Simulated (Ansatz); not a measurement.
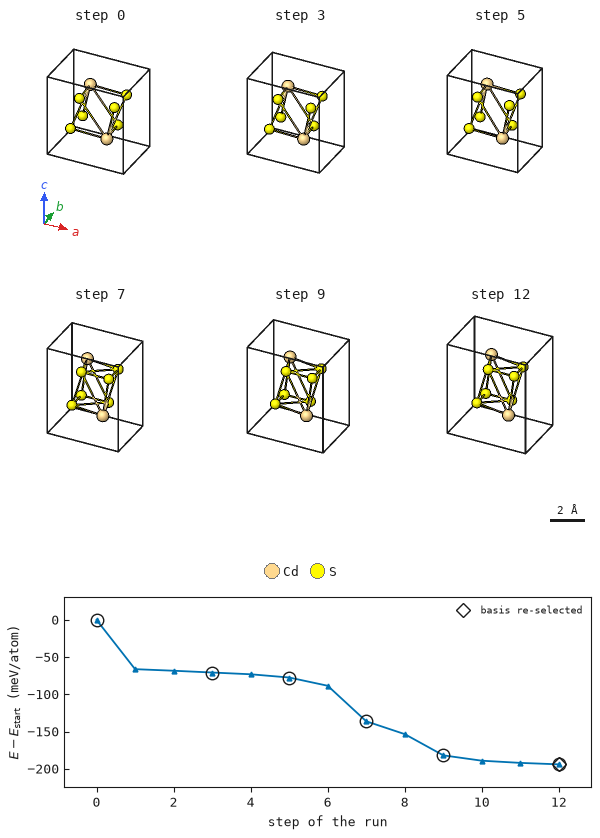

Frames of a relaxation of solid CdS$_{3}$ (a generated structure, set up in P6_3/mmc) (coarse preliminary run), marked on the history of the run. The picture is a ball-and-stick view of the cell of the calculation, seen slightly off an axis.

The calculation used DFT PBE, scalar-relativistic, plane waves, PAW in Ansatz. (plane-wave cutoff 420 eV; k-point mesh 3 × 3 × 4; occupations gaussian; smearing width 0.1 eV; no spin polarisation; cell and atoms relaxed; force threshold 0.04 eV/Å; at most 70 steps)

**What happens along the run?**

The energy falls by 194 meV per atom in 11 accepted moves (12 points after the start). Largest force component: 0.42 eV/Å at the start, 0.008 eV/Å at the end. The pressure goes from −6.79 to 0.15 GPa. At 1 point the geometry stayed and the basis and grid were re-selected for the new cell (energy shift of 2.0 meV per atom at most each time). The largest moves relative to the cell, 0.49 Å, are those of S atoms. Cd stays in place. The drawn cell changes as follows: a = b 6.408 → 6.586 Å (+2.8 %), c 4.830 → 5.539 Å (+14.7 %); the volume changes by +21.2 %. Near-neighbour distances that change, for instance: S–S 2.951 → 2.188 Å, Cd–S 3.207 → 3.354 Å, Cd–S 2.955 → 3.044 Å. Bond angles that change, for instance: S–Cd–S 109.6° → 131.0°, Cd–S–Cd 109.6° → 131.0°, S–Cd–S 146.5° → 156.0°. The space group stays P6_3/mmc (No. 194). The run took 120 s on 1 thread of Arm Neoverse N1, with other jobs on the host, peak memory 0.44 GiB. From step 0 to 3: volume −12.2 %, energy −70.7 meV per atom. From step 3 to 5: volume −0.4 %, energy −6.7 meV per atom. From step 5 to 7: S atoms move most (0.23 Å), volume +8.9 %, energy −58.8 meV per atom. From step 7 to 9: S atoms move most (0.15 Å), volume +15.5 %, energy −45.7 meV per atom. From step 9 to 12: S atoms move most (0.05 Å), volume +10.1 %, energy −12.1 meV per atom.

```csv
step,"E − E(0), meV/atom","largest force component, eV/Å","pressure, GPa","volume, Å³/atom",note
0,0.00,0.4235,-6.79,21.466,
1,-66.21,0.0634,1.05,18.642,
2,-68.31,0.0322,-0.30,18.903,
3,-70.71,0.0870,-0.59,18.849,
4,-73.06,0.2301,0.70,18.477,
5,-77.43,0.1762,-0.06,18.777,
6,-88.50,0.2409,0.02,19.283,
7,-136.21,0.1439,2.62,20.444,
8,-153.47,0.6472,4.68,21.766,
9,-181.95,0.1366,1.78,23.612,
10,-189.15,0.0530,0.22,25.381,
11,-192.07,0.0109,0.02,26.007,
12,-194.04,0.0080,0.15,26.007,"same geometry, new basis"
```
